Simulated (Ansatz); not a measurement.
Consider C$_{4}$H$_{5}$BrSi (SMILES Br[SiH]1C=CC=C1).

Input

```
crystal:
  periodic: [false, false, false]
  atoms:
    - symbol: C
      position_ang: [-0.875746, 0.763919, -0.939516]
    - symbol: C
      position_ang: [-0.125352, 0.145416, -0.002058]
    - symbol: C
      position_ang: [-0.438921, -1.283895, 0.284353]
    - symbol: C
      position_ang: [-1.448050, -1.844734, -0.416778]
    - symbol: Br
      position_ang: [-4.229925, 0.027900, -1.201043]
    - symbol: Si
      position_ang: [-2.083075, -0.518595, -1.577820]
    - symbol: H
      position_ang: [-1.970482, -0.833529, -3.026187]
    - symbol: H
      position_ang: [-0.735939, 1.808419, -1.221816]
    - symbol: H
      position_ang: [0.683752, 0.637970, 0.548357]
    - symbol: H
      position_ang: [0.144492, -1.820052, 1.040911]
    - symbol: H
      position_ang: [-1.764542, -2.880093, -0.282301]
basis:
  gaussian: {orbitals: def2-SVPD}
hamiltonian: {xc: pbe0}
output: {forces: true, orbitals: {seedname: orbitals}}
```

Launched as:

```sh
ansatz run input.yaml --threads 2 --pin off --max-ram 5220MiB --events-out events.jsonl --progress --plain --runs-dir runs
```

Geometry: B3LYP-D3(BJ)/def2-SVP.

The calculation used Ansatz, isolated molecule in a Gaussian basis; Kohn-Sham density functional theory, functional PBE0.

**Predict the electron density and electron localisation function between the atoms.**

C–C (1.35 Å): the density is about 2.2 e/Å³ at the midpoint; the ELF peaks at about 0.90 between the atoms, as expected for localised, covalent bonding.
C–Si (1.87 Å): the density is about 0.96 e/Å³ at the midpoint; the ELF peaks at about 0.95 between the atoms; a covalent bond.
C–H (1.09 Å): ρ is about 1.9 e/Å³ halfway; the ELF climbs to about 1 towards the hydrogen, as it does in any bond to H (a covalent bond by its length).
C–C (1.49 Å): the density is about 1.8 e/Å³ at the midpoint; the ELF peaks at about 0.95 between the atoms (a covalent bond).

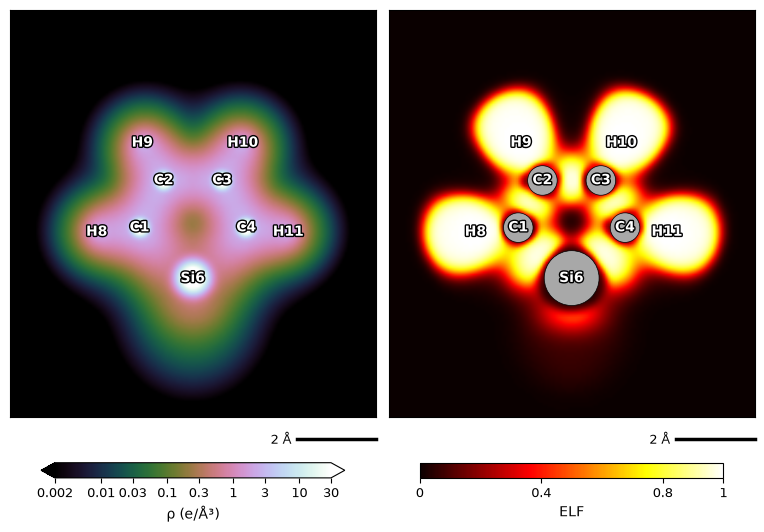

Computed electron density and electron localisation function on the plane of atoms C2, C1 and H8, in this order. Grey discs cover the atomic cores in the ELF map. 
